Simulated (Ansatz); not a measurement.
**U-wB97X/aug-cc-pVTZ run of SiCl (SMILES [Si]Cl)**

Aim: the energy change on altering one bond length of SiCl at U-wB97X/aug-cc-pVTZ, from 2 runs. 

Program for the calculation: Ansatz 0.2.0.

40 further runs of the same task are left out: 40 set aside as unsound or not needed.

## Step 1: Starting point

The species is SiCl (2 atoms), meant as a doublet with charge 0. As SMILES, `[Si]Cl`. Geometry: relaxed at PBE0-D4/def2-TZVP.

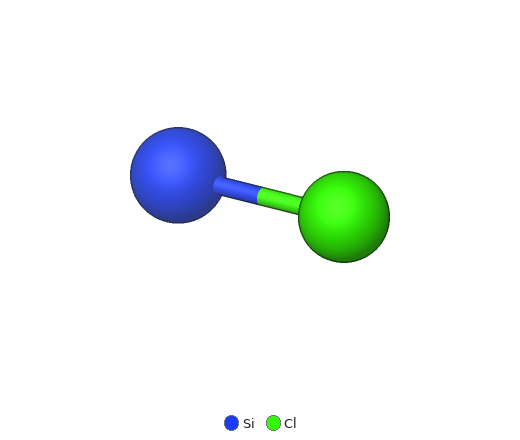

Viewed from a chosen angle; silicon blue, chlorine green.

## Step 2: The energy at U-wB97X/aug-cc-pVTZ

in.yaml

```yaml
crystal:
  periodic: [false, false, false]
  atoms:
    - {symbol: Si, position_ang: [0.881810, -0.293660, 0.452120]}
    - {symbol: Cl, position_ang: [-0.881810, 0.293660, -0.452120]}
basis:
  gaussian:
    orbitals: aug-cc-pVTZ
magnetization:
  spin_polarized: true
  initial_magnetization: 1
hamiltonian:
  xc: {name: wB97X}
accuracy: high
output: {orbitals: {seedname: orbitals}}
```

Started as:

```sh
ansatz run in.yaml --threads 1 --pin off --max-ram 3480MiB --events-out events.jsonl --progress --plain --runs-dir runs
```

The program printed:

```text
Warning: RAYON_NUM_THREADS=1 ignored (pool sized by the plan → 1); use --threads N
Functional definition: wB97X
  name "wB97X"
  parameter omega = 0.3/bohr
  parameter cx = 0.157706
  parameter cx1 = 0.726479
  parameter cx2 = 1.04760
  parameter cx3 = -5.70635
  parameter cx4 = 13.2794
  parameter css1 = -4.33879
  parameter css2 = 18.2308
  parameter css3 = -31.7430
  parameter css4 = 17.2901
  parameter cos1 = 2.37031
  parameter cos2 = -11.3995
  parameter cos3 = 6.58405
  parameter cos4 = -3.78132
  exchange = spin_sum(e_x_unif_sr(omega)*poly(b97_u_x, 1 - cx, cx1, cx2, cx3, cx4)) + cx*exact_x_sr(omega)
      + exact_x_lr(omega)
  correlation = spin_sum(e_c_pw_same_spin*poly(b97_u_same, 1, css1, css2, css3, css4))
      + integral(e_c_pw_opposite_spin*poly(b97_u_opposite, 1, cos1, cos2, cos3, cos4))
1299 factors; integrals over basis functions are off by at most 3.8e-9 eV
372 factors; integrals over basis functions are off by at most 1.6e-9 eV
mean field evaluation 1: about -20399.3211 eV, gradient 8.1e0 eV
mean field evaluation 2: about -20399.6160 eV, gradient 6.5e0 eV
mean field evaluation 4: about -20399.8119 eV, gradient 8.0e-1 eV
mean field evaluation 8: about -20399.8633 eV, gradient 1.3e-1 eV
mean field evaluation 16: about -20399.8636 eV, gradient 9.4e-5 eV
mean field -20399.86358349 eV, -749.6811591692 hartree, gradient 7.2e-8 eV, S^2 0.756559; 0 other end points of the search recorded, 0 dependent functions left out
reference -20399.86358183 eV, -749.6811591082 hartree; 16, 15 occupied and 84, 85 virtual orbitals, 1299 factors
Total energy: -20399.86358183 eV, -749.6811591082 hartree
```

It took 19 s on 1 thread of Intel Xeon 6975P-C (Granite Rapids), shared host; peak memory 0.56 GiB.

## Step 3: The distorted shape

job.yaml

```yaml
crystal:
  periodic: [false, false, false]
  atoms:
    - symbol: Si
      position_ang: [2.292705, -0.763516, 1.175512]
    - symbol: Cl
      position_ang: [-0.881810, 0.293660, -0.452120]
basis:
  gaussian:
    orbitals: aug-cc-pVTZ
magnetization:
  spin_polarized: true
  initial_magnetization: 1
hamiltonian:
  xc: {name: wB97X}
output: {orbitals: {seedname: orbitals}}
accuracy: high
```

Started as:

```sh
ansatz run job.yaml --threads 1 --pin off --max-ram 3480MiB --events-out events.jsonl --progress --plain --runs-dir runs
```

The program printed:

```text
Warning: RAYON_NUM_THREADS=1 ignored (pool sized by the plan → 1); use --threads N
[... 17 set-up lines as earlier in the session ...]
      + exact_x_lr(omega)
[... 1 set-up line as earlier in the session ...]
      + integral(e_c_pw_opposite_spin*poly(b97_u_opposite, 1, cos1, cos2, cos3, cos4))
1266 factors; integrals over basis functions are off by at most 3.7e-9 eV
417 factors; integrals over basis functions are off by at most 2.6e-9 eV
mean field evaluation 1: about -20393.0704 eV, gradient 1.7e1 eV
mean field evaluation 2: about -20298.4659 eV, gradient 9.8e1 eV
mean field evaluation 4: about -20395.9399 eV, gradient 1.4e0 eV
mean field evaluation 8: about -20395.9917 eV, gradient 1.9e-1 eV
mean field evaluation 16: about -20396.1252 eV, gradient 2.0e-1 eV
mean field evaluation 32: about -20396.0050 eV, gradient 8.1e-1 eV
mean field evaluation 64: about -20395.2045 eV, gradient 8.4e-1 eV
mean field evaluation 96: about -20394.9860 eV, gradient 1.2e1 eV
mean field -20396.12557377 eV, -749.5437898456 hartree, gradient 3.0e-8 eV, S^2 1.208928; 9 other end points of the search recorded, 0 dependent functions left out
reference -20396.12557088 eV, -749.5437897394 hartree; 16, 15 occupied and 84, 85 virtual orbitals, 1266 factors
Total energy: -20396.12557088 eV, -749.5437897394 hartree
```

It took 83 s on 1 thread of Intel Xeon 6975P-C (Granite Rapids), shared host; peak memory 0.6 GiB.

## Step 4: Outcome

Level: U-wB97X/aug-cc-pVTZ.

```
                                                           quantity          value
                                          first shape: total energy  -749.68116 Eh
                    first shape: HOMO energy (highest over α and β)       -7.38 eV
                     first shape: LUMO energy (lowest over α and β)       -0.95 eV
                                                  first shape: ⟨S²⟩          0.757
                                      distorted shape: total energy  -749.54379 Eh
                distorted shape: HOMO energy (highest over α and β)       -8.62 eV
                 distorted shape: LUMO energy (lowest over α and β)       -3.11 eV
                                              distorted shape: ⟨S²⟩          1.209
energy change with the Si1–Cl2 bond stretched from 2.067 to 3.721 Å       3.738 eV
```

With the Si1–Cl2 bond stretched from 2.067 to 3.721 Å the energy rises by 3.74 eV (361 kJ/mol). The first shape isn't relaxed at this level, so the change isn't measured from a minimum. ⟨S²⟩ (distorted shape) is 1.21 where a pure doublet has 0.75: the reference is spin-contaminated.
